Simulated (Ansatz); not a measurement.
# CH6OSn: molecular dynamics

Aim: follow the molecule's vibrations and see whether its bonds hold. The start is relaxed first. Runs: 40 steps of 4 fs under a Langevin thermostat at 300 K; 113 steps of 0.5 fs under a Langevin thermostat at 1500 K. SMILES of the start: [CH3][SnH2][OH].

Method: RKS B3LYP-D4/def2-SVP, in Ansatz 0.2.0.

## 1. The system as given

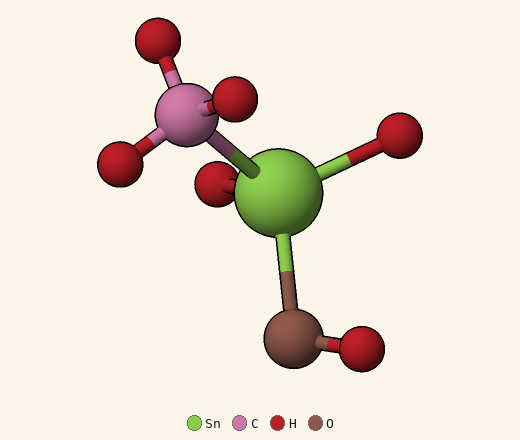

The starting structure, seen from a free direction (tin green, carbon pink, hydrogen red, oxygen brown).

Coordinates:

```xyz
9

Sn    0.0000    0.0000    0.0000
C     0.0000    0.0000    2.1500
H    -0.9996   -0.3092    2.5205
H     0.7676   -0.7111    2.5205
H     0.2320    1.0203    2.5205
H     1.6408    0.0000   -0.5794
O    -0.9232    1.5994   -0.6527
H    -1.8810    1.3686   -0.8751
H    -0.8195   -1.4198   -0.5794
```

## 2. Relaxing the start

File input.yaml:

```yaml
crystal:
  periodic: [false, false, false]
  atoms:
    - { symbol: Sn, position_ang: [0.0, 0.0, 0.0] }
    - { symbol: C, position_ang: [0.0, 0.0, 2.15] }
    - { symbol: H, position_ang: [-0.9996, -0.3092, 2.5205] }
    - { symbol: H, position_ang: [0.7676, -0.7111, 2.5205] }
    - { symbol: H, position_ang: [0.232, 1.0203, 2.5205] }
    - { symbol: H, position_ang: [1.6408, 0.0, -0.5794] }
    - { symbol: O, position_ang: [-0.9232, 1.5994, -0.6527] }
    - { symbol: H, position_ang: [-1.881, 1.3686, -0.8751] }
    - { symbol: H, position_ang: [-0.8195, -1.4198, -0.5794] }
basis:
  gaussian: { orbitals: def2-SVP }
hamiltonian:
  xc: b3lyp
  dispersion: d4
relax:
  f_tol: 0.02
  max_steps: 40
```

Command:

```
$ ansatz run input.yaml --threads 1 --pin off --max-ram 2048MiB --backend cpu --events-out ev --progress --plain --runs-dir out
```

Output (excerpt; [...] marks lines left out):

```text
Warning: RAYON_NUM_THREADS=1 ignored (pool sized by the plan → 1); use --threads N
[...]
Functional definition: B3LYP
[...]
997 factors; integrals over basis functions are off by at most 3.6e-4 eV
[...]
mean field -9012.49638745 eV, -331.2031333491 hartree, gradient 2.9e-5 eV, S^2 0.000000; 0 other end points of the search recorded, 0 dependent functions left out
[...]
reference -9012.49664138 eV, -331.2031426810 hartree; 21, 21 occupied and 63, 63 virtual orbitals, 997 factors
relax step   1: F+E_penalty+E_count = -9012.72459946 eV  Δ(F+E_penalty+E_count) = +0.000e0 eV  max|allowed force component| = 2.284e0 eV/Å  Δτ_max = 0.0000 Å  (24 SCF iters, accepted)
[...]
relax step   4: F+E_penalty+E_count = -9012.82844602 eV  Δ(F+E_penalty+E_count) = -3.230e-3 eV  max|allowed force component| = 8.868e-2 eV/Å  Δτ_max = 0.0312 Å  (28 SCF iters, accepted)
[...]
relax step   7: F+E_penalty+E_count = -9012.77050345 eV  Δ(F+E_penalty+E_count) = +5.906e-2 eV  max|allowed force component| = 1.828e0 eV/Å  Δτ_max = 0.1995 Å  (29 SCF iters, rejected (line search))
[...]
relax step  10: F+E_penalty+E_count = -9012.83072349 eV  Δ(F+E_penalty+E_count) = -3.860e-4 eV  max|allowed force component| = 7.773e-2 eV/Å  Δτ_max = 0.0493 Å  (28 SCF iters, accepted)
[...]
relax step  11: F+E_penalty+E_count = -9012.83087538 eV  Δ(F+E_penalty+E_count) = -1.519e-4 eV  max|allowed force component| = 2.803e-1 eV/Å  Δτ_max = 0.0471 Å  (28 SCF iters, accepted)
[...]
relax step  12: F+E_penalty+E_count = -9012.83213700 eV  Δ(F+E_penalty+E_count) = -1.262e-3 eV  max|allowed force component| = 5.985e-3 eV/Å  Δτ_max = 0.0296 Å  (28 SCF iters, accepted)
997 factors; integrals over basis functions are off by at most 3.4e-4 eV
[...]
mean field -9012.60559520 eV, -331.2071466600 hartree, gradient 1.6e-5 eV, S^2 0.000000; 1 other end points of the search recorded, 0 dependent functions left out
[...]
reference -9012.60584899 eV, -331.2071559867 hartree; 21, 21 occupied and 63, 63 virtual orbitals, 997 factors
Total energy: -9012.83239079 eV, -331.2154812442 hartree
Atom 0 at     0.035325    -0.073255    -0.010233 Å, force    -0.003526    -0.004925    -0.005985 eV/Å
Atom 1 at    -0.019196     0.001179     2.152813 Å, force    -0.003178     0.002093    -0.005171 eV/Å
Atom 2 at    -1.047204    -0.150134     2.512562 Å, force     0.000701     0.000499     0.002166 eV/Å
Atom 3 at     0.626500    -0.786866     2.568423 Å, force    -0.001078    -0.000904     0.001960 eV/Å
Atom 4 at     0.343286     0.982109     2.491710 Å, force     0.001948     0.001108     0.003337 eV/Å
Atom 5 at     1.620311     0.137517    -0.635247 Å, force    -0.000492     0.001064    -0.000222 eV/Å
Atom 6 at    -0.934425     1.517441    -0.756168 Å, force     0.004835    -0.002400     0.000340 eV/Å
Atom 7 at    -1.894600     1.431138    -0.685088 Å, force    -0.002886     0.000067     0.002832 eV/Å
Atom 8 at    -0.712897    -1.510930    -0.613871 Å, force     0.003676     0.003397     0.000743 eV/Å
Dipole moment:    -0.124647    -0.296569     0.313833 e Å
```

Run time: 40 s. Hardware: 1 thread of Arm Neoverse V2, shared host; peak memory 0.17 GiB.

Relaxation path:

| step | energy from step 1 (eV) | largest force component (eV/Å) |
| --- | --- | --- |
| 1 | 0.0000 | 2.2841 |
| 2 | -0.0807 | 0.7664 |
| 3 | -0.1006 | 0.3135 |
| 4 | -0.1038 | 0.0887 |
| 5 | -0.1044 | 0.0206 |
| 6 | -0.1050 | 0.0325 |
| 7x | -0.0459 | 1.8278 |
| 8 | -0.1057 | 0.0429 |
| 9x | -0.1008 | 0.7645 |
| 10 | -0.1061 | 0.0777 |
| 11 | -0.1063 | 0.2803 |
| 12 | -0.1075 | 0.0060 |

Step 1 is the start. 2 steps were tried and not accepted (marked x).

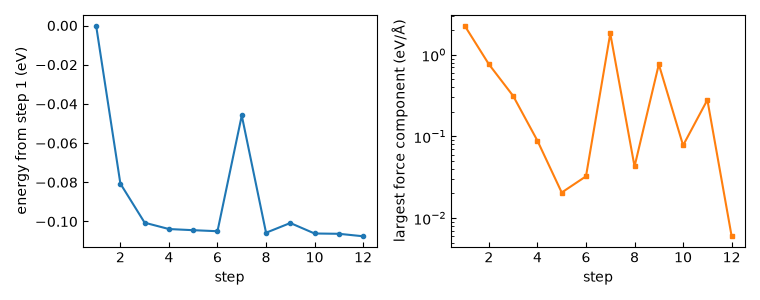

How energy and force went from step to step.

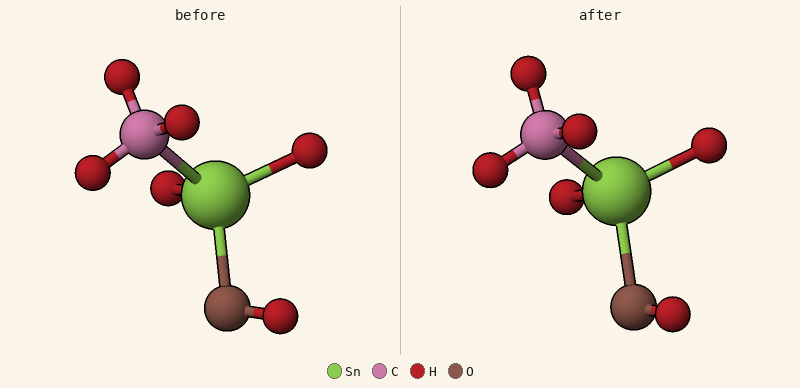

Before and after, at one scale.

After: Bond lengths: Sn1–C2 2.165 Å, C2–H3 1.100 Å, C2–H4 1.100 Å, C2–H5 1.099 Å, Sn1–H6 1.717 Å, Sn1–O7 2.007 Å, O7–H8 0.967 Å, Sn1–H9 1.729 Å. Angles: Sn1–C2–H3 110.2°, Sn1–C2–H4 109.8°, Sn1–C2–H5 109.3°, H3–C2–H4 109.1°, H3–C2–H5 109.3°, H4–C2–H5 109.2°, C2–Sn1–H6 112.5°, C2–Sn1–O7 109.4°, C2–Sn1–H9 111.5°, H6–Sn1–O7 102.3°, H6–Sn1–H9 112.0°, O7–Sn1–H9 108.7°, Sn1–O7–H8 112.5°.

## 3. Run 1

40 steps of 4 fs under a Langevin thermostat at 300 K, from the relaxed start.

File input.yaml:

```yaml
crystal:
  periodic: [false, false, false]
  atoms:
    - { symbol: Sn, position_ang: [0.035325, -0.073255, -0.010233] }
    - { symbol: C, position_ang: [-0.019196, 0.001179, 2.152813] }
    - { symbol: H, position_ang: [-1.047204, -0.150134, 2.512562] }
    - { symbol: H, position_ang: [0.6265, -0.786866, 2.568423] }
    - { symbol: H, position_ang: [0.343286, 0.982109, 2.49171] }
    - { symbol: H, position_ang: [1.620311, 0.137517, -0.635247] }
    - { symbol: O, position_ang: [-0.934425, 1.517441, -0.756168] }
    - { symbol: H, position_ang: [-1.8946, 1.431138, -0.685088] }
    - { symbol: H, position_ang: [-0.712897, -1.51093, -0.613871] }
basis:
  gaussian: { orbitals: def2-SVP }
hamiltonian:
  xc: b3lyp
  dispersion: d4
md:
  timestep: 4.0
  n_steps: 40
  ensemble: nvt_langevin
  temperature: 300.0
  initial_velocities: maxwell_boltzmann
  seed: 517006
  friction: 0.02
```

Command:

```
$ ansatz run input.yaml --threads 1 --pin off --max-ram 2048MiB --backend cpu --events-out ev --progress --plain --runs-dir out
```

Output (excerpt; [...] marks lines left out):

```text
Warning: RAYON_NUM_THREADS=1 ignored (pool sized by the plan → 1); use --threads N
[...]
Functional definition: B3LYP
[...]
997 factors; integrals over basis functions are off by at most 3.2e-4 eV
[...]
mean field -9012.60559025 eV, -331.2071464781 hartree, gradient 4.8e-5 eV, S^2 0.000000; 0 other end points of the search recorded, 0 dependent functions left out
[...]
reference -9012.60584397 eV, -331.2071558022 hartree; 21, 21 occupied and 63, 63 virtual orbitals, 997 factors
md step     0: t =     0.00 fs  T =   266.7 K  F+E_penalty+E_count = -9012.83213204 eV  E_kin = 0.310224 eV  (24 SCF iters)
[...]
md step    10: t =    40.00 fs  T = 13177790.2 K  F+E_penalty+E_count = -8984.53202502 eV  E_kin = 15330.250273 eV  (341 SCF iters)
[...]
md step    20: t =    80.00 fs  T = 2681887.3 K  F+E_penalty+E_count = -8984.56008458 eV  E_kin = 3119.946751 eV  (210 SCF iters)
[...]
Total energy: -8984.57142762 eV, -330.1769100036 hartree
Atom 0 at    -0.119547     0.092507    -0.023706 Å, force    -0.240305    -0.098004    -0.860212 eV/Å
Atom 1 at    -2.071742    19.967748   -86.698532 Å, force     0.000005    -0.000006     0.000008 eV/Å
Atom 2 at   -25.920514   -11.059215    19.241185 Å, force     0.001170     0.001029    -0.002172 eV/Å
Atom 3 at    19.057014   -15.421246    14.594168 Å, force    -0.000030     0.000010    -0.000019 eV/Å
Atom 4 at    16.514378  -211.421021  1039.257402 Å, force     0.000000    -0.000001    -0.000002 eV/Å
Atom 5 at    -0.097793    -0.267920     1.569091 Å, force     0.119115    -0.436731     1.465904 eV/Å
Atom 6 at    -0.194164     1.863417    -0.507899 Å, force     0.053110     0.572007    -0.397221 eV/Å
Atom 7 at   -15.991270    -2.190842     0.633346 Å, force    -0.001117    -0.001071     0.002178 eV/Å
Atom 8 at    -0.298512    -1.318452    -0.984323 Å, force     0.068053    -0.037235    -0.208466 eV/Å
Dipole moment:    -0.090795     4.563108   -23.722262 e Å
```

Run time: 9.8 min. Hardware: 1 thread of Arm Neoverse V2, shared host; peak memory 0.21 GiB.

## 4. What the atoms did

One step in 3; energies are changes from step 0:

| time (fs) | T (K) | potential energy change (meV/atom) |
| --- | --- | --- |
| 0.0 | 267 | 0.0 |
| 12.0 | 7818 | 1364.2 |
| 24.0 | 6244968 | 12262.4 |
| 36.0 | 15465778 | 3136.0 |
| 48.0 | 9578294 | 3143.0 |
| 60.0 | 5945709 | 3163.7 |
| 72.0 | 3681125 | 3154.9 |
| 84.0 | 2283637 | 3149.6 |
| 96.0 | 1421039 | 3137.4 |
| 108.0 | 875628 | 3164.4 |
| 120.0 | 541536 | 3131.9 |
| 132.0 | 334112 | 3143.5 |
| 144.0 | 209188 | 3148.9 |
| 156.0 | 129884 | 3140.8 |
| 160.0 | 112075 | 3140.2 |

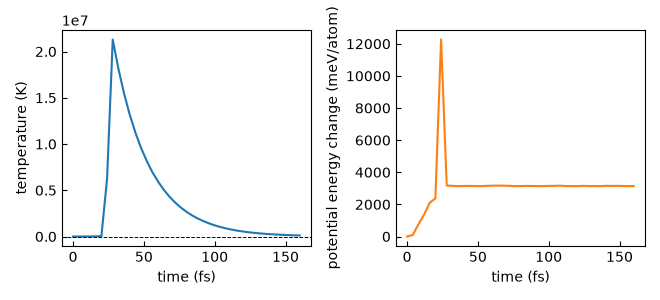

Time series of the run, each on its own scale. The dashed line is the set temperature.

Bonds that form or break, judged by distance (formed within 1.15 times the sum of covalent radii and held on average over 12 fs, broken when stretched by half; pairs already stretched at the start don't count as bonds):

| time (fs) | bond | event |
| --- | --- | --- |
| 8.0 | O7–H8 | breaks |
| 12.0 | C2–H5 | breaks |
| 16.0 | C2–H4 | breaks |
| 20.0 | C2–H3 | breaks |
| 28.0 | Sn1–C2 | breaks |

On run 1: The run blows up, reaching 21294977 K, so it describes no real motion.

## 5. Run 2

113 steps of 0.5 fs under a Langevin thermostat at 1500 K, from the relaxed start.

input.yaml, as its differences from that of step 3:

```diff
@@ -18,8 +18,8 @@
 md:
-  timestep: 4.0
-  n_steps: 40
+  timestep: 0.5
+  n_steps: 113
   ensemble: nvt_langevin
-  temperature: 300.0
+  temperature: 1500.0
   initial_velocities: maxwell_boltzmann
-  seed: 517006
+  seed: 152841
   friction: 0.02
```

Command:

```
$ ansatz run input.yaml --threads 1 --pin off --max-ram 2048MiB --backend cpu --events-out ev --progress --plain --runs-dir out
```

Output (excerpt; [...] marks lines left out):

```text
Warning: RAYON_NUM_THREADS=1 ignored (pool sized by the plan → 1); use --threads N
[...]
Functional definition: B3LYP
[...]
997 factors; integrals over basis functions are off by at most 3.2e-4 eV
[...]
mean field -9012.60559025 eV, -331.2071464781 hartree, gradient 4.8e-5 eV, S^2 0.000000; 0 other end points of the search recorded, 0 dependent functions left out
[...]
reference -9012.60584397 eV, -331.2071558022 hartree; 21, 21 occupied and 63, 63 virtual orbitals, 997 factors
md step     0: t =     0.00 fs  T =  1333.3 K  F+E_penalty+E_count = -9012.83213204 eV  E_kin = 1.551120 eV  (24 SCF iters)
[...]
md step    14: t =     7.00 fs  T =  1142.5 K  F+E_penalty+E_count = -9012.27804364 eV  E_kin = 1.329115 eV  (29 SCF iters, 3 dispersion substeps)
[...]
md step    28: t =    14.00 fs  T =   781.0 K  F+E_penalty+E_count = -9011.87995538 eV  E_kin = 0.908581 eV  (29 SCF iters, 3 dispersion substeps)
[...]
md step    42: t =    21.00 fs  T =   850.4 K  F+E_penalty+E_count = -9011.89081476 eV  E_kin = 0.989337 eV  (29 SCF iters, 3 dispersion substeps)
[...]
md step    55: t =    27.50 fs  T =  1006.0 K  F+E_penalty+E_count = -9012.16050876 eV  E_kin = 1.170354 eV  (29 SCF iters, 3 dispersion substeps)
md step    56: t =    28.00 fs  T =   869.5 K  F+E_penalty+E_count = -9012.06370865 eV  E_kin = 1.011498 eV  (29 SCF iters, 3 dispersion substeps)
```

## 6. More of the same log: dynamics from the start

Output, continued (excerpt; [...] marks lines left out):

```text
md step    57: t =    28.50 fs  T =   841.1 K  F+E_penalty+E_count = -9011.97112613 eV  E_kin = 0.978454 eV  (29 SCF iters, 3 dispersion substeps)
[...]
md step    71: t =    35.50 fs  T =  1144.4 K  F+E_penalty+E_count = -9012.14684587 eV  E_kin = 1.331382 eV  (27 SCF iters, 3 dispersion substeps)
[...]
md step    85: t =    42.50 fs  T =   653.6 K  F+E_penalty+E_count = -9011.36862817 eV  E_kin = 0.760381 eV  (31 SCF iters, 3 dispersion substeps)
[...]
md step    99: t =    49.50 fs  T =  1298.9 K  F+E_penalty+E_count = -9011.52882249 eV  E_kin = 1.511063 eV  (29 SCF iters, 3 dispersion substeps)
[...]
md step   112: t =    56.00 fs  T =  1119.0 K  F+E_penalty+E_count = -9011.07452024 eV  E_kin = 1.301781 eV  (29 SCF iters, 3 dispersion substeps)
[...]
md step   113: t =    56.50 fs  T =  1242.0 K  F+E_penalty+E_count = -9011.06851977 eV  E_kin = 1.444814 eV  (27 SCF iters, 3 dispersion substeps)
Total energy: -9011.06876774 eV, -331.1506692928 hartree
Atom 0 at     0.144316    -0.109936    -0.079132 Å, force    -2.549508     1.993432     0.643112 eV/Å
Atom 1 at    -0.607608     0.026153     2.033561 Å, force     5.752612    -1.964536    -2.552296 eV/Å
Atom 2 at    -1.030422    -0.884453     2.218234 Å, force    -2.738297    -2.168497     0.806312 eV/Å
Atom 3 at     0.456345    -0.333121     2.338015 Å, force    -1.058760     1.272581     0.619319 eV/Å
Atom 4 at    -0.852818     0.951136     2.402092 Å, force    -0.983337     2.297029     1.216944 eV/Å
Atom 5 at     1.814190     0.527882    -0.009609 Å, force    -0.816995    -0.496817    -0.498668 eV/Å
Atom 6 at    -1.366650     1.306989    -0.749433 Å, force     3.876766    -1.175458    -3.646792 eV/Å
Atom 7 at    -1.821606     1.313287     0.028338 Å, force    -2.265427     0.181502     3.697915 eV/Å
Atom 8 at    -0.592323    -1.602131    -0.583347 Å, force     0.782946     0.060765    -0.285845 eV/Å
Dipole moment:     0.408110    -0.408583     0.298621 e Å
```

Run time: 5.7 min. Hardware: 1 thread of Arm Neoverse V2, shared host; peak memory 0.17 GiB.

## 7. Frames and traces

The trajectory, every 9 steps (energies from step 0):

| time (fs) | T (K) | potential energy change (meV/atom) |
| --- | --- | --- |
| 0.0 | 1333 | 0.0 |
| 4.5 | 1310 | 30.9 |
| 9.0 | 990 | 56.9 |
| 13.5 | 886 | 93.4 |
| 18.0 | 785 | 132.7 |
| 22.5 | 820 | 95.6 |
| 27.0 | 1105 | 67.3 |
| 31.5 | 975 | 76.6 |
| 36.0 | 1275 | 67.9 |
| 40.5 | 894 | 130.8 |
| 45.0 | 1034 | 131.1 |
| 49.5 | 1299 | 144.8 |
| 54.0 | 1122 | 179.2 |
| 56.5 | 1242 | 196.0 |

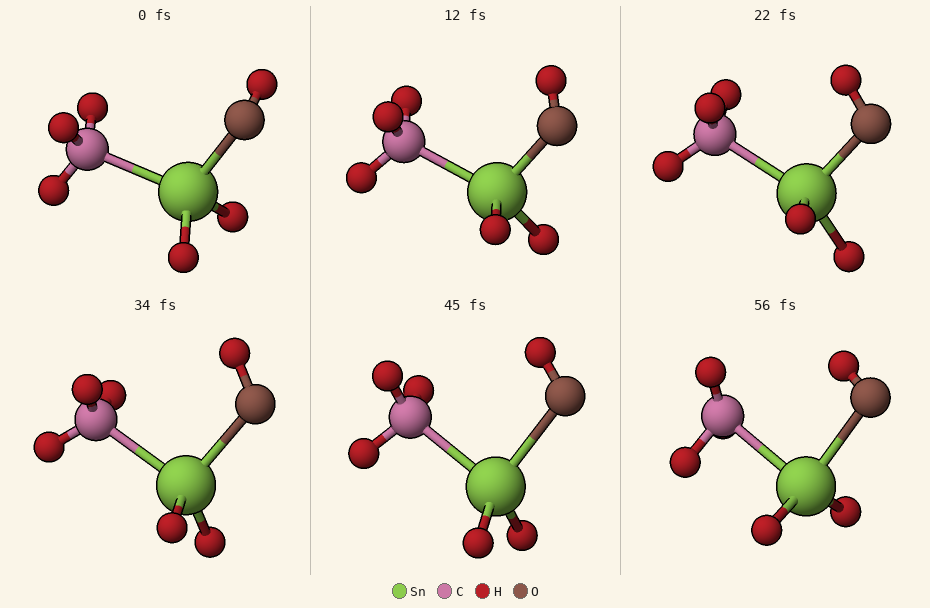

Six frames of the run, seen from a chosen angle. Sticks join atoms within a bonding distance in each frame.

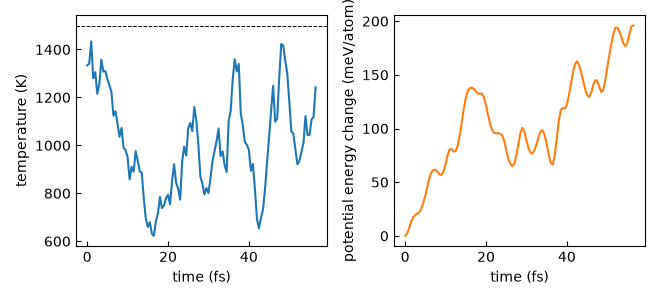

Traces against time; each panel has its own scale. The dashed line is the set temperature.

## 8. Frames from the trajectory

Positions (Å) and forces (eV/Å):

```xyz
9
time_fs=7.0 T=1142 dE=0.5541
Sn    0.050   -0.059    0.004    0.762   -2.474   -0.493
C    -0.139    0.058    2.118    1.700   -0.661    0.513
H    -1.118   -0.235    2.449   -1.065    0.539    0.242
H     0.505   -0.693    2.648    0.022    0.528   -0.493
H     0.241    1.078    2.347   -0.647   -0.367    0.337
H     1.498    0.557   -0.647    0.484   -0.274    0.119
O    -0.957    1.356   -0.784   -4.117    2.710    0.094
H    -1.879    1.641   -0.408    2.547   -0.970   -1.012
H    -0.436   -1.644   -0.822    0.314    0.968    0.693
9
time_fs=14.0 T=781 dE=0.9522
Sn    0.059   -0.046    0.009    3.119   -0.606    0.345
C    -0.231    0.056    2.101    0.233    1.425    1.048
H    -1.256    0.013    2.509    0.090   -1.042   -0.155
H     0.565   -0.449    2.687   -0.629   -0.159   -0.035
H    -0.073    1.143    2.285    0.463   -0.135   -0.148
H     1.466    0.992   -0.568   -0.216   -1.291    0.661
O    -0.994    1.278   -0.791   -4.652    3.473    0.118
H    -1.730    1.672   -0.198    1.632   -0.966   -1.598
H    -0.167   -1.494   -0.798   -0.040   -0.698   -0.235
9
time_fs=21.0 T=850 dE=0.9413
Sn    0.071   -0.045    0.012    1.551   -2.094    0.242
C    -0.346    0.068    2.144   -0.122    2.133   -0.960
H    -1.414    0.025    2.422    0.396   -1.143    0.323
H     0.493   -0.282    2.736   -0.310   -0.880    0.659
H    -0.217    1.171    2.213    0.204   -0.008   -0.021
H     1.329    0.998   -0.442    1.089   -0.381    0.237
O    -1.079    1.238   -0.801   -1.328    0.675   -2.081
H    -1.580    1.604   -0.104   -1.449    1.043    1.084
H     0.022   -1.600   -0.877   -0.032    0.656    0.516
9
time_fs=28.0 T=869 dE=0.7684
Sn    0.091   -0.053    0.002    0.367    0.151   -0.001
C    -0.402    0.160    2.160   -0.057   -0.075   -0.444
H    -1.432   -0.370    2.330    1.303    1.875   -0.243
H     0.271   -0.370    2.883   -0.008    0.551   -0.628
H    -0.188    1.326    2.129   -1.264   -2.167    0.918
H     1.492    0.878   -0.393    0.247   -0.324    0.156
O    -1.196    1.272   -0.828    1.345   -1.466   -1.814
H    -1.695    1.612   -0.130   -1.686    1.068    1.894
H     0.143   -1.633   -0.761   -0.248    0.387    0.161
9
time_fs=35.5 T=1144 dE=0.6853
Sn    0.119   -0.077   -0.021   -1.152    3.228    0.892
C    -0.405    0.174    2.119    1.819   -1.653   -1.029
H    -1.363   -0.206    2.264   -2.394   -0.626    0.053
H     0.184   -0.385    2.854    0.608    0.028   -0.111
H    -0.384    1.196    2.328    0.084    2.136    0.475
H     1.645    0.609   -0.429   -0.033    0.083   -0.008
O    -1.297    1.354   -0.844    0.272   -0.863    1.391
H    -1.916    1.724   -0.140    1.221   -0.932   -0.990
H     0.162   -1.625   -0.519   -0.425   -1.401   -0.672
9
time_fs=42.5 T=654 dE=1.4635
Sn    0.151   -0.089   -0.046   -2.783    0.851    0.126
C    -0.458    0.148    2.061   -0.202    0.707    2.564
H    -1.502   -0.177    2.349    0.875   -0.994   -0.806
H     0.325   -0.326    2.748   -1.026    0.012   -0.744
H    -0.635    1.139    2.620    1.038   -0.222   -1.553
H     1.746    0.321   -0.481    0.105    0.287   -0.063
O    -1.359    1.403   -0.837   -0.334   -0.531    2.987
H    -1.972    1.734   -0.011    2.402   -1.458   -2.682
H    -0.067   -1.877   -0.497   -0.076    1.348    0.170
9
time_fs=49.5 T=1299 dE=1.3033
Sn    0.157   -0.104   -0.065   -3.940    1.932    0.749
C    -0.550    0.112    2.046   -1.238   -0.777   -0.351
H    -1.314   -0.740    2.290    0.703    1.945   -0.428
H     0.329   -0.311    2.414    2.110   -0.950    1.507
H    -0.619    1.102    2.592   -0.533   -0.873   -0.900
H     1.778    0.263   -0.253    0.510    0.309   -0.313
O    -1.392    1.367   -0.789    1.160   -1.151    0.898
H    -1.941    1.584    0.017    1.050   -0.555   -0.888
H    -0.340   -1.707   -0.470    0.177    0.121   -0.274
9
time_fs=56.5 T=1242 dE=1.7636
Sn    0.144   -0.110   -0.079   -2.550    1.993    0.643
C    -0.608    0.026    2.034    5.753   -1.964   -2.552
H    -1.030   -0.884    2.218   -2.738   -2.168    0.806
H     0.456   -0.333    2.338   -1.059    1.273    0.619
H    -0.853    0.951    2.402   -0.983    2.297    1.217
H     1.814    0.528   -0.010   -0.817   -0.497   -0.499
O    -1.367    1.307   -0.749    3.877   -1.175   -3.647
H    -1.822    1.313    0.028   -2.265    0.181    3.698
H    -0.592   -1.602   -0.583    0.783    0.061   -0.286
```

Reading of run 2. Against a set 1500 K the second half averages 1034 K with a spread of 186 K; 132 meV/atom has gone into potential energy, and a thermostat that acts over some 50 fs has not made it up in 56 fs. No bond forms or breaks.

## 9. Results

| quantity | value |
| --- | --- |
| relaxation of the start | 9 moves, 0.108 eV lower |
| run 1: length | 40 steps of 4 fs |
| run 1: temperature, first and last step | 267 and 112075 K |
| run 1: temperature, second half | mean 834915 K, from 112075 to 2681887 K |
| run 1: potential energy, second half | +3146 meV/atom from this run's first step |
| run 1: bonds formed or broken | 5 |
| run 2: length | 113 steps of 0.5 fs |
| run 2: temperature, first and last step | 1333 and 1242 K |
| run 2: temperature, second half | mean 1034 K, from 654 to 1423 K |
| run 2: potential energy, second half | +132 meV/atom from this run's first step |
| run 2: bonds formed or broken | 0 |

Mean temperatures of the second halves: none that means anything (unstable run), 1034 K. Bonds changed in run 1 (an artefact of the unstable or too long step). 56 fs on 9 atoms is far too short and small for converged averages. The nuclei move classically, without zero-point motion, which matters most for hydrogen.
